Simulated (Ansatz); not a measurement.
# Resistivity from frozen vibrations: Au(111) with 4 thermally displaced layers, 2x2

Aim: the resistivity of Au at 800 K from frozen thermal displacements between perfect leads.

Main program and level: Ansatz 0.2.0; Ansatz plane-wave DFT, PBE, PAW files; ballistic transport by layer matching (Landauer), zero bias; PAW set soft_1.

## (1) The starting structure

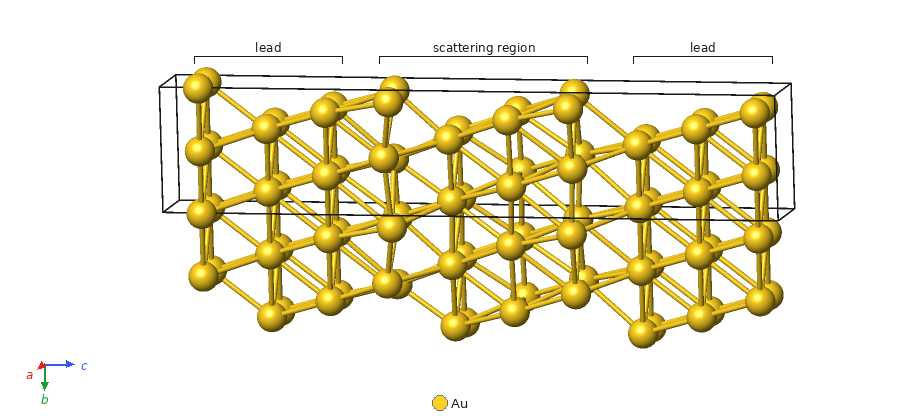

Start, viewed from the side, with the c axis across the page; gold yellow. 1×2×1 cells are drawn.

The cell holds 40 atoms: 40 Au. Cell: a = 5.768 Å, b = 5.768 Å, c = 23.605 Å, α = 93.5°, β = 86.5°, γ = 120.0°. It derives from Au. Regions: lead, 24 atoms (24 Au); scattering region, 16 atoms (16 Au). The structure is stacked along c, and the current runs across the ab planes.

## (2) With 4 displaced layers

Each atom of 4 layers is moved at random, by amounts drawn from a normal law 0.1474 Å wide in each direction from the Debye model (165 K) at 800 K. The layers about the cell's end stay perfect and serve as the lead. Disorder leaves little or no symmetry, which makes such runs dear. Energies from -0.05 to 0.05 eV in steps of 0.05 eV are too few for the program's thermal sum, so it prints no conductance; for a metal the transmission near the Fermi level serves, at a fraction of the cost.

input.yaml

```yaml
crystal:
  lattice:
    - [5.7675164607, 0.0, 0.0]
    - [-2.8837582304, 4.9948157718, 0.0]
    - [1.4418791152, -0.8324692953, 23.5457873532]
  atoms:
    - { symbol: Au, position: [0.9916666667, 0.0083333333, 0.05] }
    - { symbol: Au, position: [0.9916666667, 0.5083333333, 0.05] }
    - { symbol: Au, position: [0.4916666667, 0.0083333333, 0.05] }
    - { symbol: Au, position: [0.4916666667, 0.5083333333, 0.05] }
    - { symbol: Au, position: [0.1416666667, 0.3583333333, 0.15] }
    - { symbol: Au, position: [0.1416666667, 0.8583333333, 0.15] }
    - { symbol: Au, position: [0.6416666667, 0.3583333333, 0.15] }
    - { symbol: Au, position: [0.6416666667, 0.8583333333, 0.15] }
    - { symbol: Au, position: [0.2916666667, 0.2083333333, 0.25] }
    - { symbol: Au, position: [0.2916666667, 0.7083333333, 0.25] }
    - { symbol: Au, position: [0.7916666667, 0.2083333333, 0.25] }
    - { symbol: Au, position: [0.7916666667, 0.7083333333, 0.25] }
    - { symbol: Au, position: [0.9613304004, 0.0997469881, 0.3576685718] }
    - { symbol: Au, position: [0.9247747886, 0.5489878231, 0.3466977922] }
    - { symbol: Au, position: [0.454623381, 0.0574579192, 0.3546766126] }
    - { symbol: Au, position: [0.4176650886, 0.6044723935, 0.3493961915] }
    - { symbol: Au, position: [0.1074388858, 0.4039066958, 0.4476262803] }
    - { symbol: Au, position: [0.1158847812, 0.9324590769, 0.4487318624] }
    - { symbol: Au, position: [0.5987892111, 0.4276647737, 0.4445503757] }
    - { symbol: Au, position: [0.5594844994, 0.9192921918, 0.4458012626] }
    - { symbol: Au, position: [0.1810519447, 0.2338170006, 0.5470721452] }
    - { symbol: Au, position: [0.1891008414, 0.7143186307, 0.5502294072] }
    - { symbol: Au, position: [0.7619378454, 0.2506759899, 0.5453439851] }
    - { symbol: Au, position: [0.7624064147, 0.77919084, 0.5481214883] }
    - { symbol: Au, position: [0.9211968962, 0.1388998297, 0.6487041455] }
    - { symbol: Au, position: [0.8757437084, 0.6188532422, 0.6515500038] }
    - { symbol: Au, position: [0.4014869735, 0.0697260187, 0.645857321] }
    - { symbol: Au, position: [0.3445177719, 0.5572825004, 0.650791668] }
    - { symbol: Au, position: [0.0416666667, 0.4583333333, 0.75] }
    - { symbol: Au, position: [0.0416666667, 0.9583333333, 0.75] }
    - { symbol: Au, position: [0.5416666667, 0.4583333333, 0.75] }
    - { symbol: Au, position: [0.5416666667, 0.9583333333, 0.75] }
    - { symbol: Au, position: [0.1916666667, 0.3083333333, 0.85] }
    - { symbol: Au, position: [0.1916666667, 0.8083333333, 0.85] }
    - { symbol: Au, position: [0.6916666667, 0.3083333333, 0.85] }
    - { symbol: Au, position: [0.6916666667, 0.8083333333, 0.85] }
    - { symbol: Au, position: [0.8416666667, 0.1583333333, 0.95] }
    - { symbol: Au, position: [0.8416666667, 0.6583333333, 0.95] }
    - { symbol: Au, position: [0.3416666667, 0.1583333333, 0.95] }
    - { symbol: Au, position: [0.3416666667, 0.6583333333, 0.95] }
kpoints:
  mp_grid: { grid: [5, 5, 1] }
hamiltonian:
  xc: pbe
  pseudopotentials: { kind: paw, azcp: { folder: soft_1 } }
scf:
  occupations: { method: fermi_dirac, width: 0.1 }
output:
  transmission:
    leads: [[0, 4]]
    kmesh: [10, 10]
    e_range: [-0.05, 0.05]
    de: 0.05
  write_potential: true
  write_density: true
  volumetric_format: npy
```

Launch:

```
$ ansatz run input.yaml --threads 4 --pin off --max-ram 15360MiB --backend cpu --events-out ev --progress --plain --runs-dir out
```

Numbers of over 12 decimals in the logs are rounded to 6 here.

Output:

```text
Engine: ansatz 0.2.0, aarch64-unknown-linux-gnu
Pseudopotentials: kind: paw
Pseudopotential: Au, paw, valence charge 19, recommended cutoff 420 eV (normal), soft_1/Au.paw.azcp
Functional definition: PBE
  parameter kappa = 0.804
  parameter beta = 0.066725
  exchange = pbe_x(kappa = kappa, mu = beta*pi^2/3)
  correlation = pbe_c(beta = beta)
Crystal: 40 atoms, lattice volume = 678.300 Å³
Basis set: ecut = 420 eV, 13321 PW (Γ)
Bands: 456, of which v1, the nominal top of the filled ones, is band 380 counted from 1 (379 counted from 0)
Symmetry: 1 space group operations
Space group: P1 (ITA 1), of the structure as read, at distance tolerance 8.8e-5 Å
k-points: 13 of 25 (time reversal used)
Non-local potential: Au, projectors of the file, l = 0: 3, l = 1: 2, l = 2: 2, l = 3: 1
PAW form: soft (Blöchl's): semilocal exchange-correlation on the pseudo side does not see the compensation charge
PAW one-centre angular grid: Au, 590 points (default); XC on 64 Gauss nodes
Initial density: superposition of atomic densities (chi_scale 0.1, normalization cell)
Initial wavefunctions: pseudopotential atomic-orbital guess
Functional: x = pbe(κ = 0.804, μ = 0.219515), c = pbe(β = 0.066725)
SCF iter   1: F=—  HF=-526053.101419 eV  |F-HF|=—  |Δ(HF+E_count)|=         —  Δρ=6.73e-2  dr2=3.37e1  ethr=3.10e-3  ⟨swp⟩=4.0  Hψ=17617  notcnv=0  defer=156
preconditioner: auto → Kerker (q_TF=auto, 2.781 Å⁻¹)  [metal: Δε(μ)=0.035 eV  Ē_g=10.211 eV  σ=0.100 eV  W_gap=0.09  n_scr=260 (ndim 8)  ℏωp=29.9 eV  f_vac=0.000  D(μ)=18.07/eV (n_scr^D=110)]
SCF iter   2: F=—  HF=-526045.094190 eV  |F-HF|=—  |Δ(HF+E_count)|=    8.01e0  Δρ=3.10e-2  dr2=6.95e0  ethr=3.10e-3  ⟨swp⟩=3.0  Hψ=9877  notcnv=0  defer=713
SCF iter   3: F=—  HF=-526043.153604 eV  |F-HF|=—  |Δ(HF+E_count)|=    1.94e0  Δρ=7.38e-3  dr2=2.41e-1  ethr=9.14e-4  ⟨swp⟩=2.0  Hψ=8252  notcnv=0  defer=713
SCF iter   4: F=—  HF=-526043.213678 eV  |F-HF|=—  |Δ(HF+E_count)|=   6.01e-2  Δρ=1.31e-3  dr2=1.38e-2  ethr=3.17e-5  ⟨swp⟩=2.2  Hψ=11776  notcnv=0  defer=713
SCF iter   5: F=—  HF=-526043.217138 eV  |F-HF|=—  |Δ(HF+E_count)|=   3.46e-3  Δρ=3.22e-4  dr2=1.17e-3  ethr=1.81e-6  ⟨swp⟩=2.5  Hψ=8073  notcnv=0  defer=713
SCF iter   6: F=—  HF=-526043.217190 eV  |F-HF|=—  |Δ(HF+E_count)|=   5.19e-5  Δρ=1.17e-4  dr2=6.50e-4  ethr=1.54e-7  ⟨swp⟩=2.2  Hψ=7784  notcnv=0  defer=713
SCF iter   7: F=—  HF=-526043.217191 eV  |F-HF|=—  |Δ(HF+E_count)|=   1.47e-6  Δρ=4.91e-5  dr2=5.40e-5  ethr=8.55e-8  ⟨swp⟩=1.0  Hψ=5213  notcnv=0  defer=713
SCF iter   8: F=—  HF=-526043.217561 eV  |F-HF|=—  |Δ(HF+E_count)|=   3.70e-4  Δρ=1.15e-5  dr2=8.06e-6  ethr=7.10e-9  ⟨swp⟩=2.5  Hψ=9463  notcnv=0  defer=713
SCF iter   9: F=—  HF=-526043.217561 eV  |F-HF|=—  |Δ(HF+E_count)|=   1.44e-8  Δρ=4.20e-6  dr2=4.84e-7  ethr=1.06e-9  ⟨swp⟩=1.0  Hψ=5213  notcnv=0  defer=713
SCF iter  10: F=-526043.217561 eV  HF=-526043.217561 eV  |F-HF|=6.80e-8  |Δ(HF+E_count)|=   2.08e-8  Δρ=1.71e-6  dr2=7.96e-8  ethr=1.32e-11  ⟨swp⟩=8.2  Hψ=21990  notcnv=0
SCF 1 converged in 10 iterations: F = -526043.217561 eV  dr2 = 7.96e-8
  greatest PAW one-centre occupation: 1.000 electrons in one spin orbital (limit 2), on the Au atom at site 8 (counted from 0), in its partial waves of l = 0
transmission: 162 of 1560 steps passed
transmission: 315 of 1560 steps passed
[...]
transmission: 1560 of 1560 steps passed
SCF converged after 10 iterations
Free energy (F): -526043.217561 eV
Harris-Foulkes:  -526043.217561 eV  (|F-HF|=6.80e-8)
Internal energy: -526042.744119 eV  (E = F + TS)
E sigma→0 (E₀):  -526042.980840 eV
Entropy (-TS):   -0.473442 eV (-11.836 meV/atom)
Fermi energy:    20.739158 eV
--- Per-component energies (eV) ---
  E_band       = -8255.145586
  E_kinetic    = 23157.810251
  E_local      = -68758.641474  (includes V_loc(G=0)·N_el)
  E_nonlocal   = 3922.592272
  E_hartree    = 29876.700685
  E_xc         = -8629.051586
  E_vxc        = -10482.567140  (∫ρ·V_xc dr)
  E_paw        = -389266.804220  (= ΣΔE_a)
  E_vpaw       = -15847.804637  (= ΣTr[D̂ρ^β])
  E_aug_tail   = 0.066601  (compensation charges beyond the density's cutoff)
  E_ewald      = -116345.416649
  E_smearing   = -0.473442  (= −TS)
  E_closure    = -0.000000  (closes the sum)
  Σ components = -526043.217561   (vs F -526043.217561, Δ=0.00e0)
--- Band table (eV; the first three rows and the last of 13) ---
  k-point 0: bands = [... 376 lower, 20.8127, 21.1905, 21.2080, 21.2686, 21.3360, 21.4903, 21.5338, 21.6335, ... 72 higher]
  k-point 1: bands = [... 376 lower, 20.3671, 20.4527, 20.5352, 20.6739, 20.7771, 20.8647, 20.9825, 21.0592, ... 72 higher]
  k-point 2: bands = [... 376 lower, 20.5087, 20.5283, 20.5622, 20.6390, 20.6941, 20.8185, 20.9367, 21.0671, ... 72 higher]
  k-point 12: bands = [... 376 lower, 19.5428, 20.2359, 20.3630, 20.6773, 20.7710, 20.8416, 21.2540, 22.2217, ... 72 higher]
--- Transmission ---
  basis      : 253 plane waves across, 30 finite elements along
  points     : 52, standing for a mesh of 10 x 10
  energies   : 3 from -0.050000 to 0.050000 eV about the Fermi level, 0.050000 eV apart; the leads are filled to 0.000000 eV, and channels, transmission and decay are at 0.000000 eV
  crystal 0  : Au4, at the sites [0, 4], period 2.3546 Å, over 14.13 Å; its Hamiltonian steps by up to 7.3 meV
    offset         : up to 0.0000 Å between an atom of the period and one for which it stands
    channels       : 3.210000e0 a spin
    conductance    : none, the energies end too early or step too widely for 300 K: set another output.transmission.e_range or a lower de, or, where they end at an eighth of basis.ecutwfc, a higher one
  junction   : crystal 0 to crystal 0, 0.70 to 21.89 Å
    transmission   : 3.008115e0 a spin
    conductance    : none, the energies end too early or step too widely for 300 K: set another output.transmission.e_range or a lower de, or, where they end at an eighth of basis.ecutwfc, a higher one
```

Elapsed: 13 min, on 4 threads of Arm Neoverse V1, shared host; peak memory 6.5 GiB; 46 min of CPU time.

Reading the cycles: dr2 is the Hartree energy of the density residual (eV), the measure of convergence; HF is the Harris–Foulkes estimate of the energy, which meets the free energy F at convergence.

Numbers from this step:

* free energy: -526043.2176 eV
* energy at zero smearing: -526042.9808 eV
* Fermi energy: 20.74 eV
* cell area: 28.81 Å²
* transmission per spin nearest the Fermi level: 3.008
* open channels per spin nearest the Fermi level: 3.21
* step of the lead's potential: 7.3 meV

Per spin. Transmission, zone mean against energy, zero at the Fermi level:

| energy (eV) | transmission, zone mean |
| --- | --- |
| -0.0500 | 2.99 |
| 0.0000 | 3.01 |
| 0.0500 | 3.02 |

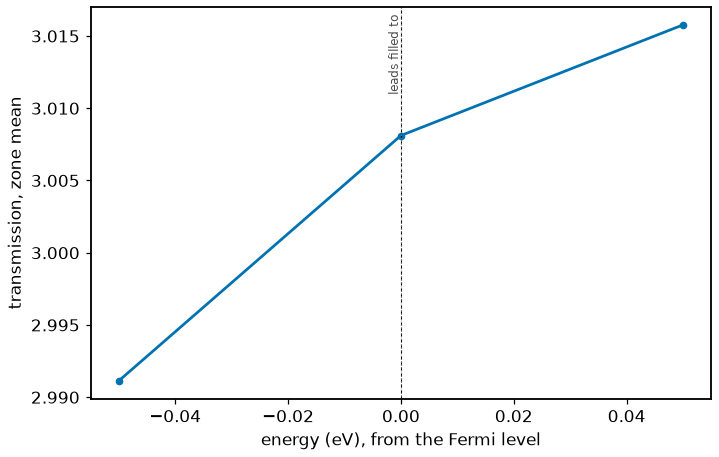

Transmission, zone mean against energy.

Per spin. The open channels, zone mean, lead stays at 3.21 for energy from -0.05 to 0.05 eV.

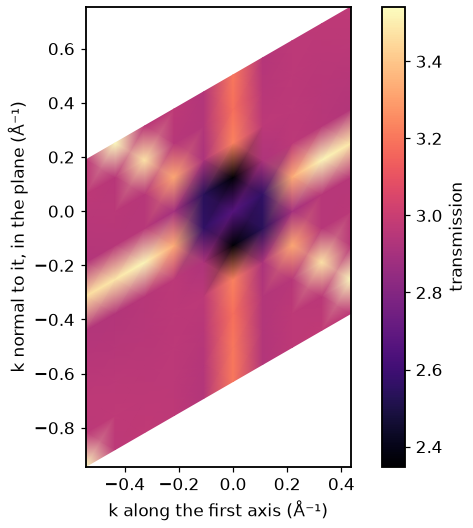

Transmission over k1 and k2. At 0.0000 eV from the Fermi level.

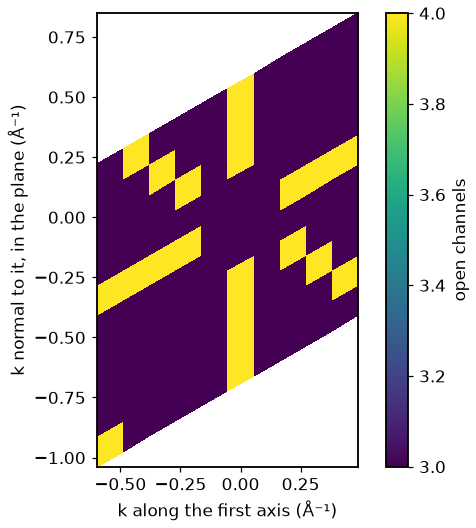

Open channels over k1 and k2. At 0.0000 eV from the Fermi level.

Over the solved energies the transmission per spin lies between 2.99 and 3.02, out of 3.21 channels of the lead on average (up to 3.21).

## (3) With 8 displaced layers

System of this step: Au(111) with 8 thermally displaced layers, 2x2. The cell holds 56 atoms: 56 Au. Its edges and angles: a = 5.768 Å, b = 5.768 Å, c = 33.006 Å, α = 87.5°, β = 92.5°, γ = 120.0°. It derives from Au. Regions: lead, 24 atoms (24 Au); scattering region, 32 atoms (32 Au). The structure is stacked along c, and the current runs across the ab planes.

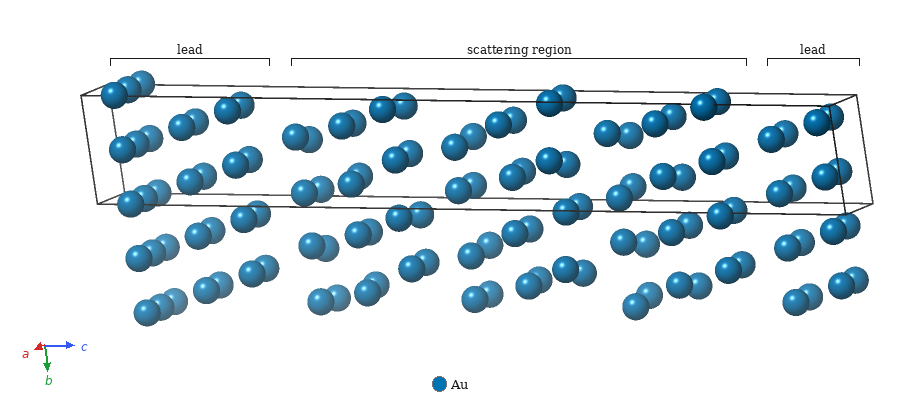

The cell of this step (gold blue). 1×2×1 cells are drawn. Some periodic images of atoms are drawn too.

input.yaml

```yaml
crystal:
  lattice:
    - [5.7675164607, 0.0, 0.0]
    - [-2.8837582304, 4.9948157718, 0.0]
    - [-1.4418791152, 0.8324692953, 32.9641022945]
  atoms:
    - { symbol: Au, position: [0.005952381, 0.994047619, 0.0357142857] }
    - { symbol: Au, position: [0.005952381, 0.494047619, 0.0357142857] }
    - { symbol: Au, position: [0.505952381, 0.994047619, 0.0357142857] }
    - { symbol: Au, position: [0.505952381, 0.494047619, 0.0357142857] }
    - { symbol: Au, position: [0.1845238095, 0.3154761905, 0.1071428571] }
    - { symbol: Au, position: [0.1845238095, 0.8154761905, 0.1071428571] }
    - { symbol: Au, position: [0.6845238095, 0.3154761905, 0.1071428571] }
    - { symbol: Au, position: [0.6845238095, 0.8154761905, 0.1071428571] }
    - { symbol: Au, position: [0.3630952381, 0.1369047619, 0.1785714286] }
    - { symbol: Au, position: [0.3630952381, 0.6369047619, 0.1785714286] }
    - { symbol: Au, position: [0.8630952381, 0.1369047619, 0.1785714286] }
    - { symbol: Au, position: [0.8630952381, 0.6369047619, 0.1785714286] }
    - { symbol: Au, position: [0.0452880891, 0.9354936452, 0.256197291] }
    - { symbol: Au, position: [0.0722355766, 0.4765521163, 0.2517966305] }
    - { symbol: Au, position: [0.5468955379, 0.9185597586, 0.2527457935] }
    - { symbol: Au, position: [0.5312449682, 0.405897044, 0.2515520882] }
    - { symbol: Au, position: [0.225043512, 0.3031573312, 0.3194648707] }
    - { symbol: Au, position: [0.2241785971, 0.790535004, 0.3175095009] }
    - { symbol: Au, position: [0.7343576726, 0.2762966109, 0.3236311944] }
    - { symbol: Au, position: [0.7233804634, 0.8113721024, 0.3241353305] }
    - { symbol: Au, position: [0.404524531, 0.1189048649, 0.3984913837] }
    - { symbol: Au, position: [0.422031009, 0.5540850487, 0.39680694] }
    - { symbol: Au, position: [0.9085621688, 0.099170378, 0.3883548452] }
    - { symbol: Au, position: [0.9127475851, 0.5635252472, 0.3953928001] }
    - { symbol: Au, position: [0.0868256697, 0.8756272384, 0.4629327066] }
    - { symbol: Au, position: [0.0486449254, 0.4286939356, 0.4710587401] }
    - { symbol: Au, position: [0.6024370999, 0.8705631613, 0.4617142613] }
    - { symbol: Au, position: [0.6189883401, 0.4689232873, 0.4661695742] }
    - { symbol: Au, position: [0.2412517585, 0.2528304143, 0.5356399565] }
    - { symbol: Au, position: [0.2401932854, 0.7220796252, 0.5374463006] }
    - { symbol: Au, position: [0.7622849719, 0.2414682635, 0.5347227889] }
    - { symbol: Au, position: [0.7168309275, 0.7287979053, 0.5411101183] }
    - { symbol: Au, position: [0.4093996808, 0.0219860465, 0.6131111376] }
    - { symbol: Au, position: [0.479237383, 0.6276538293, 0.6074224421] }
    - { symbol: Au, position: [0.9023515134, 0.0217593689, 0.6130637094] }
    - { symbol: Au, position: [0.9876086132, 0.5417270683, 0.6042487649] }
    - { symbol: Au, position: [0.1158789581, 0.8625972003, 0.6773613593] }
    - { symbol: Au, position: [0.1078016574, 0.3917547032, 0.6834679918] }
    - { symbol: Au, position: [0.6269080452, 0.9143411491, 0.6766934802] }
    - { symbol: Au, position: [0.5888368266, 0.3248717409, 0.6720865521] }
    - { symbol: Au, position: [0.3037347066, 0.1904816635, 0.752593663] }
    - { symbol: Au, position: [0.3256502603, 0.7467577609, 0.7536310305] }
    - { symbol: Au, position: [0.8154948, 0.2055576517, 0.7468769274] }
    - { symbol: Au, position: [0.7649212983, 0.6947699707, 0.744946852] }
    - { symbol: Au, position: [0.4702380952, 0.0297619048, 0.8214285714] }
    - { symbol: Au, position: [0.4702380952, 0.5297619048, 0.8214285714] }
    - { symbol: Au, position: [0.9702380952, 0.0297619048, 0.8214285714] }
    - { symbol: Au, position: [0.9702380952, 0.5297619048, 0.8214285714] }
    - { symbol: Au, position: [0.1488095238, 0.8511904762, 0.8928571429] }
    - { symbol: Au, position: [0.1488095238, 0.3511904762, 0.8928571429] }
    - { symbol: Au, position: [0.6488095238, 0.8511904762, 0.8928571429] }
    - { symbol: Au, position: [0.6488095238, 0.3511904762, 0.8928571429] }
    - { symbol: Au, position: [0.3273809524, 0.1726190476, 0.9642857143] }
    - { symbol: Au, position: [0.3273809524, 0.6726190476, 0.9642857143] }
    - { symbol: Au, position: [0.8273809524, 0.1726190476, 0.9642857143] }
    - { symbol: Au, position: [0.8273809524, 0.6726190476, 0.9642857143] }
kpoints:
  mp_grid: { grid: [5, 5, 1] }
hamiltonian:
  xc: pbe
  pseudopotentials: { kind: paw, azcp: { folder: soft_1 } }
scf:
  occupations: { method: fermi_dirac, width: 0.1 }
output:
  transmission:
    leads: [[0, 4]]
    kmesh: [10, 10]
    e_range: [-0.05, 0.05]
    de: 0.05
  write_potential: true
  write_density: true
  volumetric_format: npy
```

Output:

```text
[...]
Crystal: 56 atoms, lattice volume = 949.619 Å³
Basis set: ecut = 420 eV, 18659 PW (Γ)
Bands: 639, of which v1, the nominal top of the filled ones, is band 532 counted from 1 (531 counted from 0)
Symmetry: 1 space group operations
[...]
k-points: 13 of 25 (time reversal used)
[...]
SCF iter   1: F=—  HF=-736470.167658 eV  |F-HF|=—  |Δ(HF+E_count)|=         —  Δρ=6.71e-2  dr2=4.69e1  ethr=3.10e-3  ⟨swp⟩=4.0  Hψ=24670  notcnv=0  defer=267
[...]
SCF iter  11: F=-736456.410280 eV  HF=-736456.410280 eV  |F-HF|=3.41e-8  |Δ(HF+E_count)|=   3.61e-9  Δρ=8.89e-7  dr2=3.94e-8  ethr=9.40e-12  ⟨swp⟩=8.5  Hψ=30716  notcnv=0
SCF 1 converged in 11 iterations: F = -736456.410280 eV  dr2 = 3.94e-8
[...]
transmission: 230 of 2288 steps passed
transmission: 458 of 2288 steps passed
[...]
transmission: 2288 of 2288 steps passed
SCF converged after 11 iterations
Free energy (F): -736456.410280 eV
[...]
Internal energy: -736455.744335 eV  (E = F + TS)
E sigma→0 (E₀):  -736456.077308 eV
Entropy (-TS):   -0.665945 eV (-11.892 meV/atom)
Fermi energy:    20.735140 eV
[...]
--- Band table (eV; the first three rows and the last of 13) ---
  k-point 0: bands = [... 528 lower, 20.9369, 21.0895, 21.2309, 21.3083, 21.3261, 21.4124, 21.5008, 21.5371, ... 103 higher]
  k-point 1: bands = [... 528 lower, 20.4552, 20.5019, 20.6147, 20.6832, 20.7747, 20.7969, 20.8346, 20.9255, ... 103 higher]
  k-point 2: bands = [... 528 lower, 20.5103, 20.5376, 20.5806, 20.6673, 20.7451, 20.7901, 20.8788, 20.9966, ... 103 higher]
  k-point 12: bands = [... 528 lower, 19.8978, 19.9750, 20.1834, 20.7889, 20.9573, 21.1276, 21.1819, 21.3261, ... 103 higher]
--- Transmission ---
  basis      : 253 plane waves across, 44 finite elements along
  points     : 52, standing for a mesh of 10 x 10
[...]
channels       : 3.210000e0 a spin
[...]
junction   : crystal 0 to crystal 0, 0.70 to 31.31 Å
    transmission   : 2.772430e0 a spin
[...]
```

Run time: 24 min. Hardware: 4 threads; peak memory 8.1 GiB.

This step gave:

| Quantity | Value |
| --- | --- |
| free energy | -736456.4103 eV |
| energy at zero smearing | -736456.0773 eV |
| transmission per spin nearest the Fermi level | 2.772 |
| step of the lead's potential | 7.6 meV |

Per spin. The transmission, zone mean by energy, zero at the Fermi level:

| energy (eV) | transmission, zone mean |
| --- | --- |
| -0.0500 | 2.75 |
| 0.0000 | 2.77 |
| 0.0500 | 2.79 |

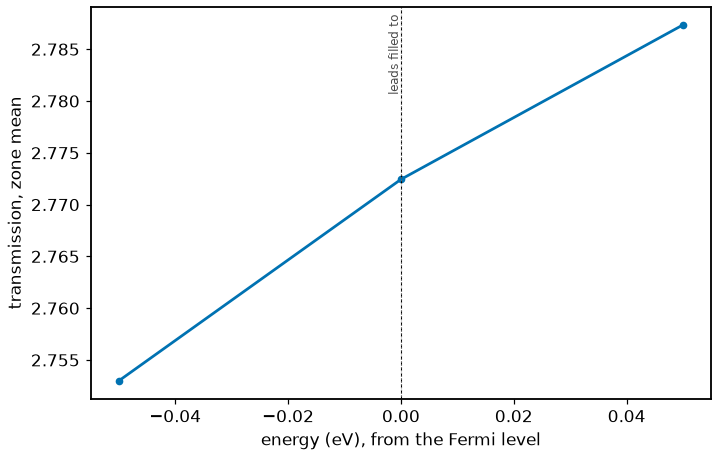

Transmission, zone mean against energy.

Over the solved energies the transmission per spin lies between 2.75 and 2.79, out of 3.21 channels of the lead on average (up to 3.21).

(Continued in part 2 of 2.)

[Logs are printed without paths, hosts, clocks, repeated set-up lines and the standing remarks that a program may print on its own settings, such as how far it seeks lower states.]

[Hosts, paths, dates, database ids (printed as entryN), source tags and the programs' standing remarks are cut or masked in the printed files.]
